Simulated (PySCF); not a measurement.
# C$_{5}$H$_{7}$FSi: what the fields show

Input file:

```
{"job": {"kind": "uv", "xc": "wB97X-D", "basis": "def2-SVPD", "nstates": 8, "ntriplets": 3}, "charge": 0, "multiplicity": 1}
C     -2.180920    -0.347246    -0.230050
Si    -0.561265    -0.140915     0.734476
C      0.869577    -1.226380     0.155822
C      1.850630    -0.463831    -0.344826
C      1.637784     0.974568    -0.353125
C      0.461991     1.357546     0.153389
F      0.098745     2.655216     0.229261
H     -2.653074    -1.294776     0.009189
H     -2.010225    -0.318245    -1.302375
H     -2.879957     0.445027     0.019393
H     -0.750634    -0.131838     2.187865
H      0.951869    -2.299258     0.201208
H      2.778113    -0.856047    -0.737995
H      2.386688     1.645705    -0.744398
```

Launched as:

```sh
OMP_NUM_THREADS=1 python probes_run.py task.json out
```

Geometry: GFN2-xTB.

Theory: wB97X-D/def2-SVPD, SCF density, gas phase in PySCF.

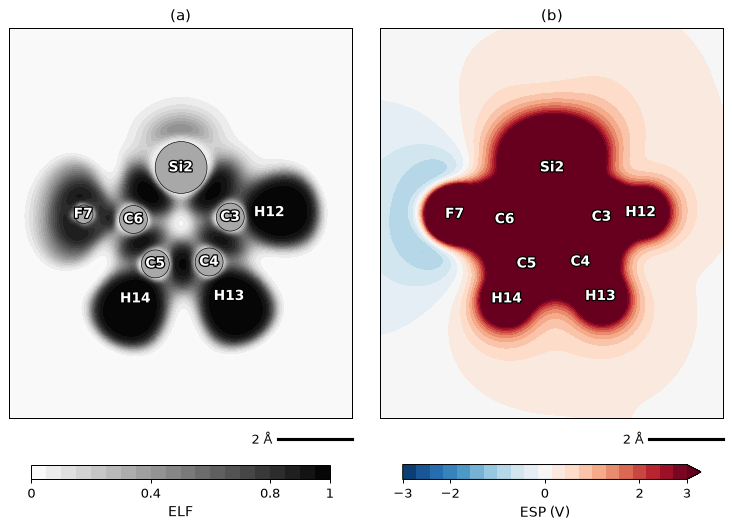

Figure 1. (a) electron localisation function; (b) electrostatic potential on the plane of atoms C4, C5 and C6. Grey discs cover the atomic cores in the ELF map.

### Read the bonding off the picture.

- The plane passes through Si, C, F and H nuclei.
- C–C (1.34 Å): the ELF peaks at about 0.95 between the atoms: a short, multiple covalent bond.
- C–F (1.35 Å): the ELF peaks at about 0.85 between the atoms: a shared but strongly polarised pair.
- C–Si (1.89 Å): the ELF peaks at about 0.95 between the atoms, as expected for localised, covalent bonding.
- C–H (1.08 Å): the ELF climbs to about 1 towards the hydrogen, as it does in any bond to H (an ordinary covalent bond to hydrogen).
- C–C (1.45 Å): the ELF peaks at about 0.95 between the atoms (a covalent bond).
- The ELF also peaks beside F7, away from the bonds: lone-pair regions.
- Outside the dense part of the molecule the potential is most negative (−1.0 V) near F7.

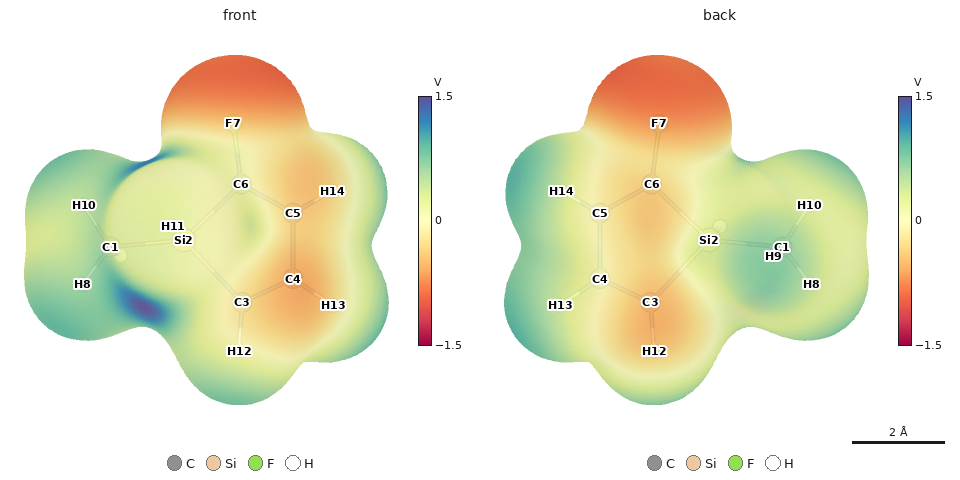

Figure 2. The electrostatic potential painted on the density surface at 0.002 e/bohr³, seen from the front and from behind; red is negative and blue positive.

### Where is the surface potential most negative and most positive?

The most negative region (about −0.9 V) lies over F7, the most positive (about +1.3 V) over Si2.

### How polar is the molecule by this calculation?

Its dipole moment is 1.66 D.
